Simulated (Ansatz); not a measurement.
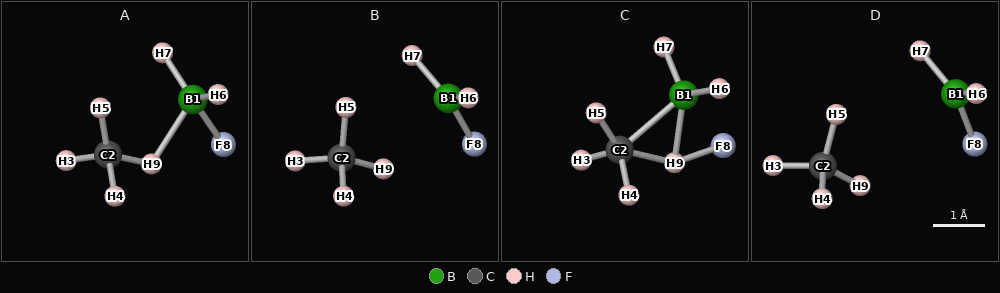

4 geometries from a converged minimum-energy path of CH6BF, shuffled. Style: ball-and-stick. Shown at a tilt.

Method: RKS PBE/def2-SVP (Ansatz 0.2.0). Set-up: 9 movable images; climbing image; force threshold 0.03 eV/Å; iteration limit 60; starting path through a guess of the saddle point.

**Which of them lies highest in energy?**

C. In order along the path, whose images run from 0 to 10: C (image 2, +6.9 kcal/mol), A (image 4, −16.9 kcal/mol), B (image 6, −30.4 kcal/mol), D (image 9, −33.7 kcal/mol). Breaking: B1–C2 (1.59 → 1.71 at the top → 3.35 Å), F8–H9 (0.94 → 1.14 at the top → 2.80 Å). Forming: B1–F8 (2.00 → 1.67 at the top → 1.33 Å), C2–H9 (2.27 → 1.43 at the top → 1.11 Å).

The run took 2.6 min on 1 thread of Intel(R) Xeon(R) 6975P-C (Granite Rapids), with other jobs on the host, peak memory 0.14 GiB.
